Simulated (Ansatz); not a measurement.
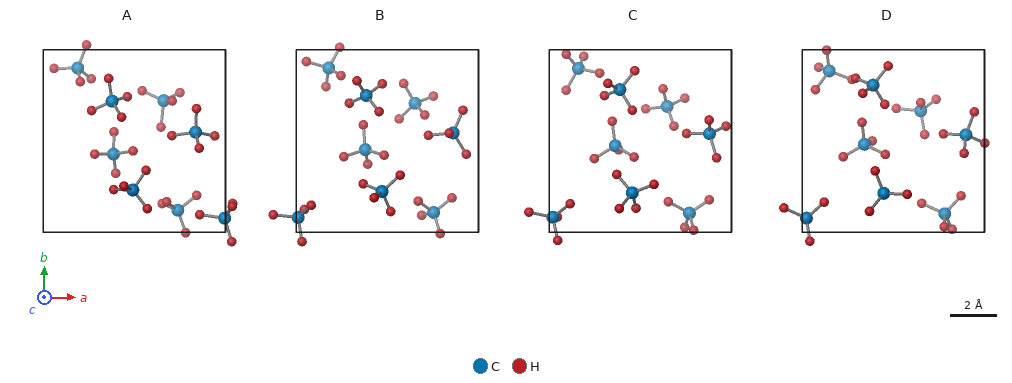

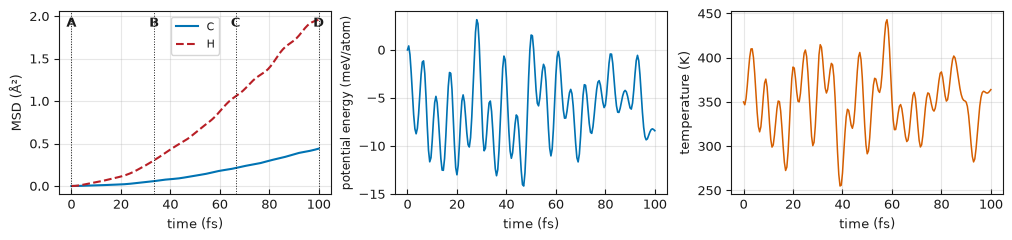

Molecular dynamics of a periodic cell with 8 CH4 at 0.423 g/cm³, 100 fs long. It starts from the last geometry of an earlier run, with fresh velocities. Frames (A at 0 fs, B at 34 fs, C at 66 fs, D at 100 fs) and the history of the run. A ball-and-stick model of the simulation cell, seen along the c axis. Atoms that leave the cell re-enter on the other side.

Level of theory: Ansatz 0.2.0, DFT PBE-D3(BJ), scalar-relativistic, plane waves, PAW. Set-up: plane-wave cutoff 420 eV; k-point mesh 1 × 1 × 1; Fermi-Dirac smearing 0.05 eV; low-accuracy preset; Nosé-Hoover thermostat (NVT); set temperature 350 K; time step 0.5 fs; thermostat time 5.0 fs.

Input
```yaml
accuracy: low
crystal:
  lattice:
    - [7.958114, 0.0, 0.0]
    - [0.0, 7.958114, 0.0]
    - [0.0, 0.0, 7.958114]
  atoms:
    - { symbol: C, position: [0.37386003, 0.71519168, 0.73192475] }
    - { symbol: H, position: [0.425789, 0.62743025, 0.81747206] }
    - { symbol: H, position: [0.45756701, 0.73939119, 0.62941819] }
    - { symbol: H, position: [0.35481114, 0.839656, 0.77630411] }
    - { symbol: H, position: [0.26175979, 0.66359873, 0.69305062] }
    - { symbol: C, position: [0.99108274, 0.0731796, 0.73871328] }
    - { symbol: H, position: [1.03320822, 0.13835564, 0.86071109] }
    - { symbol: H, position: [1.02971579, -0.05523859, 0.72549472] }
    - { symbol: H, position: [1.03503639, 0.15400789, 0.63725252] }
    - { symbol: H, position: [0.85435813, 0.09299584, 0.73327021] }
    - { symbol: C, position: [0.65684882, 0.71783646, 0.14245135] }
    - { symbol: H, position: [0.70380716, 0.71605846, 0.26916167] }
    - { symbol: H, position: [0.53836445, 0.7721639, 0.13919472] }
    - { symbol: H, position: [0.64205373, 0.57308961, 0.12031862] }
    - { symbol: H, position: [0.746026, 0.76224404, 0.05419776] }
    - { symbol: C, position: [0.38144316, 0.4244222, 0.35697266] }
    - { symbol: H, position: [0.27841761, 0.42477067, 0.44804322] }
    - { symbol: H, position: [0.48858843, 0.44219748, 0.43932225] }
    - { symbol: H, position: [0.38410216, 0.54702345, 0.28664311] }
    - { symbol: H, position: [0.39401302, 0.31953379, 0.27096297] }
    - { symbol: C, position: [0.18561073, 0.89641691, 0.18261979] }
    - { symbol: H, position: [0.25925494, 0.8382553, 0.07973661] }
    - { symbol: H, position: [0.19929822, 0.82204945, 0.29013052] }
    - { symbol: H, position: [0.05587541, 0.89450658, 0.14519507] }
    - { symbol: H, position: [0.23374473, 1.02346894, 0.18404081] }
    - { symbol: C, position: [0.83181501, 0.54505919, 0.72561612] }
    - { symbol: H, position: [0.7016692, 0.52630223, 0.66886342] }
    - { symbol: H, position: [0.85138019, 0.45740289, 0.82330933] }
    - { symbol: H, position: [0.83679582, 0.67396461, 0.77518571] }
    - { symbol: H, position: [0.93656714, 0.52449908, 0.62810415] }
    - { symbol: C, position: [0.4878955, 0.22769341, 0.91714348] }
    - { symbol: H, position: [0.43875586, 0.24947774, 1.04787509] }
    - { symbol: H, position: [0.38284731, 0.23034767, 0.82929116] }
    - { symbol: H, position: [0.56704004, 0.1255792, 0.91453745] }
    - { symbol: H, position: [0.55996147, 0.3357239, 0.87319379] }
    - { symbol: C, position: [0.7342504, 0.1168604, 0.32049912] }
    - { symbol: H, position: [0.83726594, 0.198436, 0.30682083] }
    - { symbol: H, position: [0.77703738, -0.00668849, 0.31256295] }
    - { symbol: H, position: [0.64849513, 0.15346945, 0.21542261] }
    - { symbol: H, position: [0.67240771, 0.16342889, 0.43237527] }
basis:
  ecutwfc: 420.0
kpoints:
  mp_grid: { grid: [1, 1, 1] }
hamiltonian:
  xc: pbe
  dispersion: d3bj
scf:
  occupations: { method: fermi_dirac, width: 0.05 }
  lower_state_search: "off"
  max_iter: 73
md:
  timestep: 0.5
  n_steps: 200
  ensemble: nvt_nose_hoover
  temperature: 350.0
  initial_velocities: maxwell_boltzmann
  seed: 641057
  nose_hoover: { tau: 5.0, chain_length: 1 }
```

Run as
```bash
ansatz run input.yaml --threads 1 --pin off --max-ram 3072MiB --backend cpu --events-out ev --progress --plain --runs-dir out
```

What happens in this trajectory?

In the second half of the run the atoms are, in the root-mean-square, this far from where they began (common drift taken out): H 1.14 Å, C 0.52 Å. The heavy atoms stay within a fraction of a molecule's size of their starting places, while the hydrogen atoms travel further, as molecules turn; so short a run doesn't tell a liquid from a solid. Over the second half the temperature averages 351 K (spread ±33 K). The potential energy in the second half lies on average 5.2 meV per atom below the first frame. The conserved quantity stays between −0.21 and 0.034 meV per atom of its start. A straight-line fit has a slope that amounts to +0.004 meV per atom over 100 fs (under 0.1 % of the mean kinetic energy), and the ripple about it is 1.3 % of the kinetic energy's fluctuation. With a drift under 2 % and a ripple under 7 %, the integration is accurate. The thermostat's time constant is so short that it disturbs the motion.

Limits of the set-up: the program's low-accuracy preset was used; the periodic images lie only 8.0 Å apart, so the values are limited by the cell's size.

The run took 4.8 min on 1 thread of AMD EPYC 7R43 64-Core Processor (Zen 3), on a shared host, peak memory 0.51 GiB.
